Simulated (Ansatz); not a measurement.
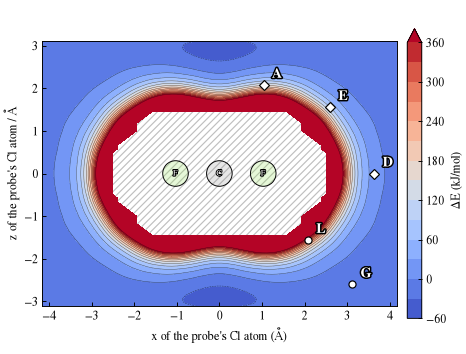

CF₂ (SMILES F[C]F) with the probe Cl-. The probe is moved over the plane through the molecule's long axis and the normal of its main plane. Coordinates scanned: (1) x of the probe's Cl atom; (2) z of the probe's Cl atom. Nothing is relaxed (molecule and probe rigid). The grid has 17 × 13 points; 49 points were computed and 131 follow by symmetry. At 41 points there is no value (left out of the scan, as a rule where atoms come close). Points are written as (first, second). Energies: kJ/mol, counted from molecule and probe far apart, each relaxed in its own basis (no counterpoise correction). Level of theory: RKS wB97X-V/def2-SVPD (Ansatz 0.2.0).

The picture shows filled contours, labelled circles for the molecule's atoms, projected on the plane, one colour for all values above the top of the scale, hatched blanks where no value was computed, lettered points. Between grid points the surface is interpolated.

> Is E the lowest point of the computed grid?

No. E lies 121 kJ/mol above the lowest grid point, which is at (0.00 Å, −3.12 Å) [nearest 1 C at 3.16 Å].

> Rank the lettered points by energy, lowest first.

G (−10 kJ/mol), D (15 kJ/mol), E (88 kJ/mol), A (140 kJ/mol), L (307 kJ/mol).
